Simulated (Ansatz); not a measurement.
# Calculations on HfSiNH$_{9}$O$_{3}$

### Relaxation

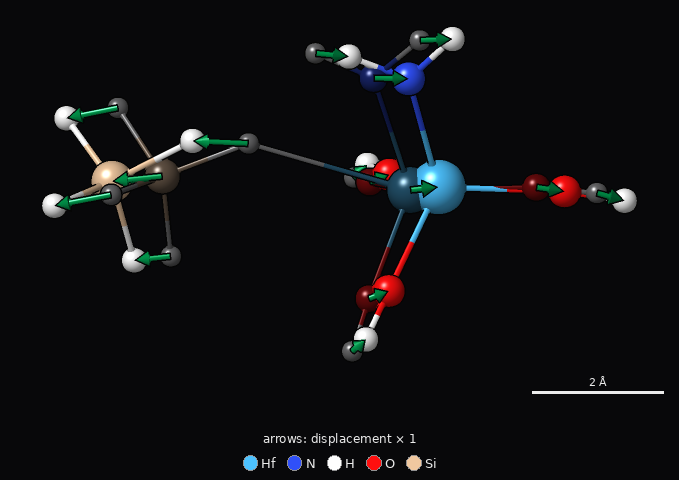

A relaxation of HfSiNH$_{9}$O$_{3}$. The starting structure is drawn faded, the final one solid; green arrows show the displacements, at their true length. The two geometries are superimposed by the best rigid fit.

A ball-and-stick model, seen at a tilt.

The run prepares an end point of a later path (reaction) calculation, from a guessed geometry.

These are results of RHF/def2-SVP (Ansatz), not measurements.

The input:
```yaml
crystal:
  periodic: [false, false, false]
  atoms:
    - { symbol: Hf, position_ang: [-0.210811, -0.333333, 0.223718] }
    - { symbol: "N", position_ang: [-0.183811, -0.25356, 2.380629] }
    - { symbol: H, position_ang: [-0.654421, -0.96608, 2.913623] }
    - { symbol: H, position_ang: [0.22911, 0.3904, 3.024174] }
    - { symbol: O, position_ang: [1.572592, -0.491249, -0.535756] }
    - { symbol: H, position_ang: [2.417982, -0.627556, -0.917001] }
    - { symbol: O, position_ang: [-1.099354, 1.207039, -0.562771] }
    - { symbol: H, position_ang: [-1.574985, 1.920296, -0.941731] }
    - { symbol: O, position_ang: [-1.229539, -1.935192, -0.1561] }
    - { symbol: H, position_ang: [-1.70937, -2.680531, -0.462456] }
    - { symbol: Si, position_ang: [1.798128, 2.728008, 1.282322] }
    - { symbol: H, position_ang: [3.153549, 2.549791, 1.853125] }
    - { symbol: H, position_ang: [1.894122, 2.910297, -0.181286] }
    - { symbol: H, position_ang: [1.158621, 3.917913, 1.890926] }
    - { symbol: H, position_ang: [0.990787, 1.543858, 1.608882] }
basis:
  gaussian: { orbitals: def2-SVP }
hamiltonian:
  xc: hf
relax:
  f_tol: 0.03
  max_steps: 50
```

Command:
```bash
ansatz run input.yaml --threads 4 --pin off --max-ram 5120MiB --backend cpu --events-out ev --progress --plain --runs-dir out
```

**Describe the change and its energy.**

The largest move after the best rigid fit is that of H14, 0.90 Å. Largest moves by element: H 0.90 Å, Si 0.78 Å, N 0.54 Å, O 0.44 Å, Hf 0.43 Å. Near-neighbour distances that change, for instance: Hf1–H15 2.624 → 3.869 Å, Hf1–N2 2.159 → 2.065 Å, Si11–H15 1.470 → 1.482 Å, Hf1–O9 1.936 → 1.941 Å. Bond angles that change, for instance: Hf1–N2–H4 132.2° → 126.9°, Hf1–N2–H3 119.8° → 125.1°, N2–Hf1–O5 112.4° → 110.0°. The energy falls by 6.84 kcal/mol in 9 accepted moves (10 points after the start). The largest force component goes from 1.5 to 0.022 eV/Å. The line search rejected the trial step at point 5 of the run. The forces were under the threshold at step 6, but the run went on from there. The run took 24 s on 4 threads of Arm Neoverse V1, on a shared host, peak memory 0.42 GiB.

Limits of the set-up: Hartree-Fock leaves out electron correlation.

### Relaxation

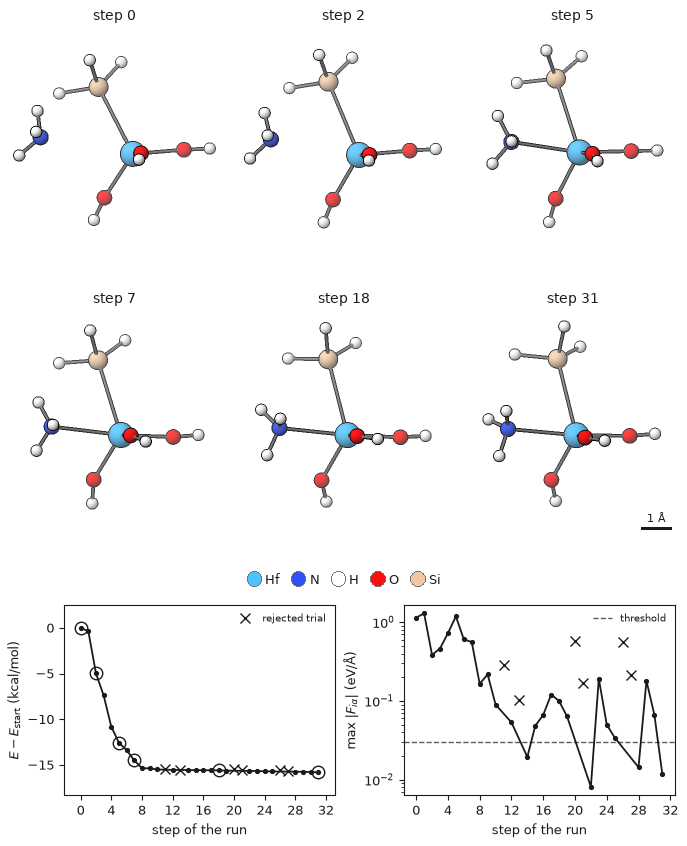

Frames of a relaxation of HfSiNH9O3, marked on the history of the run. A ball-and-stick model, seen at a tilt.

The run prepares an end point of a later path (reaction) calculation, from a guessed geometry.

The calculation used Ansatz, RHF/def2-SVP.

The input:
```yaml
crystal:
  periodic: [false, false, false]
  atoms:
    - { symbol: Hf, position_ang: [0.397942, 0.143134, -0.41371] }
    - { symbol: "N", position_ang: [-0.63572, 0.632081, 2.787644] }
    - { symbol: H, position_ang: [-1.520052, 1.101093, 2.908991] }
    - { symbol: H, position_ang: [-0.572902, -0.106287, 3.470633] }
    - { symbol: O, position_ang: [1.370284, 0.125404, -2.079698] }
    - { symbol: H, position_ang: [1.835261, 0.026453, -2.888746] }
    - { symbol: O, position_ang: [-1.346384, 0.937216, -0.718944] }
    - { symbol: H, position_ang: [-2.170161, 1.300092, -0.989222] }
    - { symbol: O, position_ang: [0.501537, -1.642931, 0.355526] }
    - { symbol: H, position_ang: [0.261024, -2.451395, 0.772467] }
    - { symbol: Si, position_ang: [1.845051, 1.841803, 1.038703] }
    - { symbol: H, position_ang: [2.473148, 1.177167, 2.232573] }
    - { symbol: H, position_ang: [2.976433, 2.525262, 0.328856] }
    - { symbol: H, position_ang: [1.030594, 2.960368, 1.619846] }
    - { symbol: H, position_ang: [0.106546, 1.310641, 2.995381] }
basis:
  gaussian: { orbitals: def2-SVP }
hamiltonian:
  xc: hf
relax:
  f_tol: 0.03
  max_steps: 50
output:
  orbitals: {}
```

Launched with:
```bash
ansatz run input.yaml --threads 4 --pin off --max-ram 5120MiB --backend cpu --events-out ev --progress --plain --runs-dir out
```

> What happens along the run?

The largest move after the best rigid fit is that of H3, 1.05 Å. Largest moves by element: H 1.05 Å, O 0.55 Å, Hf 0.53 Å, N 0.47 Å, Si 0.39 Å. Among the contacts that change: Hf1–H3 3.954 → 2.932 Å, Hf1–H4 4.012 → 2.995 Å, Hf1–N2 3.399 → 2.468 Å, Hf1–H15 3.615 → 3.029 Å. New bonds form, among them: Hf1–N2 (3.40 → 2.47 Å). Among the angles between lasting bonds that change: Hf1–O7–H8 172.3° → 145.0°, Hf1–O9–H10 161.7° → 143.1°, O7–Hf1–Si11 108.3° → 115.2°. Groups turn about Hf1–Si11 by about 20°. Over 25 accepted moves (31 points after the start) the energy falls by 15.8 kcal/mol. Largest force component: 1.1 eV/Å at the start, 0.012 eV/Å at the end. The line search rejected the trial steps at points 11, 13, 20, 21, 26, 27 of the run. The forces were under the threshold at step 14, but the run went on from there. The run took 68 s on 4 threads of Arm Neoverse V1, with other jobs on the host, peak memory 0.42 GiB. From step 0 to 2: H atoms move most (0.22 Å), energy −4.99 kcal/mol. From step 2 to 5: H4 moves most (0.56 Å), energy −7.60 kcal/mol. From step 5 to 7: H10 moves most (0.25 Å), energy −1.92 kcal/mol. From step 7 to 18: H15 moves most (0.35 Å), energy −1.10 kcal/mol. From step 18 to 31: H15 moves most (0.39 Å), energy −0.21 kcal/mol.

```csv
step,"E − E(0), kcal/mol","largest force component, eV/Å",note
0,0.00,1.1428,
1,-0.36,1.2921,
2,-4.99,0.3844,
3,-7.40,0.4632,
4,-10.82,0.7228,
5,-12.59,1.1852,
6,-13.39,0.6056,
7,-14.50,0.5595,
8,-15.36,0.1647,
9,-15.38,0.2177,
10,-15.50,0.0901,
11,-15.48,0.2900,rejected
12,-15.55,0.0534,
13,-15.54,0.1041,rejected
14,-15.57,0.0194,
16,-15.59,0.0666,
17,-15.59,0.1206,
18,-15.60,0.0997,
19,-15.63,0.0636,
20,-15.41,0.5728,rejected
21,-15.51,0.1683,rejected
22,-15.66,0.0081,
23,-15.67,0.1916,
24,-15.70,0.0501,
25,-15.72,0.0343,
27,-15.64,0.2143,rejected
28,-15.74,0.0144,
29,-15.76,0.1803,
30,-15.78,0.0665,
31,-15.82,0.0117,
```

Limits of the set-up: the start holds two separate molecules, 2.3 Å apart at their closest, whose relative position is a soft coordinate and is computed without a dispersion correction; Hartree-Fock leaves out electron correlation.

### Path

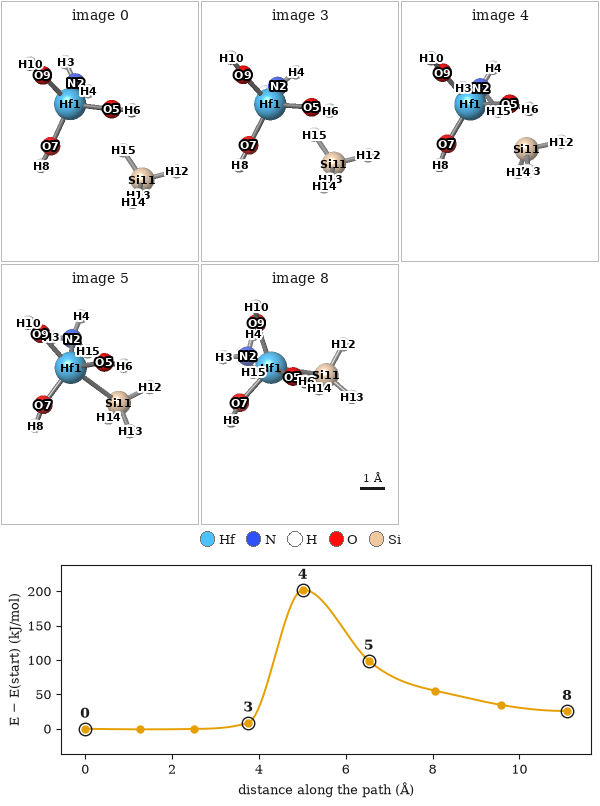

NEB run on HfSiNH9O3, made up at the start of HfNH5O3 and SiH4. Images are numbered from 0 (start) to 8 (end). A ball-and-stick model, seen from a free direction.

All numbers below come from RHF/def2-SVP (Ansatz 0.2.0). Settings: 7 movable images; climbing image; force threshold 0.05 eV/Å; iteration limit 60; starting path through a guess of the saddle point.

### Read off the barrier and say what moves.

The highest point, image 4, lies 202.2 kJ/mol above the start and 176.3 kJ/mol above the end; the end is at +25.9 kJ/mol relative to the start. Image 1 lies below both ends, at −0.8 kJ/mol, which points to an intermediate minimum that so few images don't resolve. Breaking: Si11–H15 (1.48 → 2.01 at the top → 3.33 Å). Forming: Hf1–Si11 (5.01 → 3.88 at the top → 2.86 Å), N2–H15 (3.51 → 1.24 at the top → 1.01 Å). The band is converged. At the top, the vibrational analysis gives one imaginary mode (1490i cm⁻¹), as a transition state must have.

Limits of the set-up: the start holds two separate molecules, 2.9 Å apart at their closest, whose relative position is a soft coordinate and is computed without a dispersion correction; Hartree-Fock leaves out electron correlation.

Cost: 7.4 min on 4 threads of Arm Neoverse V1, on a shared host, peak memory 0.44 GiB.
